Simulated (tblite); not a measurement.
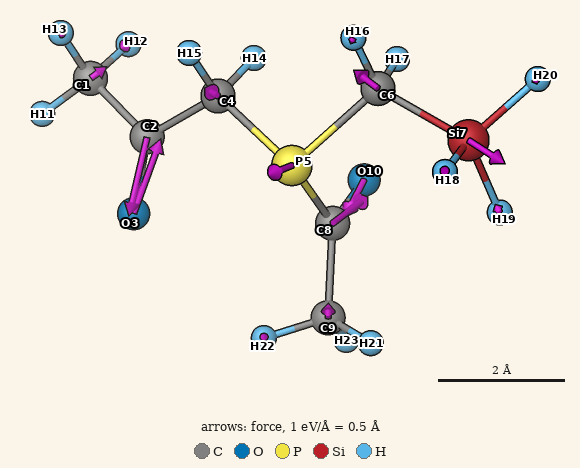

Starting geometry of C6H13O2PSi with the computed forces as purple arrows. Style: ball-and-stick. Shown at a tilt.

Theory: tblite, GFN2-xTB geometry optimisation, gas phase. 

What follows when this structure is relaxed?

Answer. It isn't relaxed: the largest force vector, on C2, is 2.63 eV/Å. The final displacements have little in common with the starting forces (cosine between the two patterns 0.11). H18 moves most after the best rigid fit: 0.60 Å. Largest moves by element: H 0.60 Å, O 0.35 Å, C 0.28 Å, Si 0.25 Å, P 0.19 Å. Among the contacts that change: C6–Si7 1.853 → 1.903 Å, P5–C8 1.837 → 1.885 Å, C2–O3 1.241 → 1.208 Å, C8–O10 1.232 → 1.203 Å. Among the angles between lasting bonds that change: C2–C4–P5 118.1° → 104.4°, C6–P5–C8 101.1° → 95.3°, P5–C8–C9 119.7° → 113.9°. Groups turn about C8–C9 by about 20°. Over 114 geometry steps the energy falls by 37.3 kJ/mol.
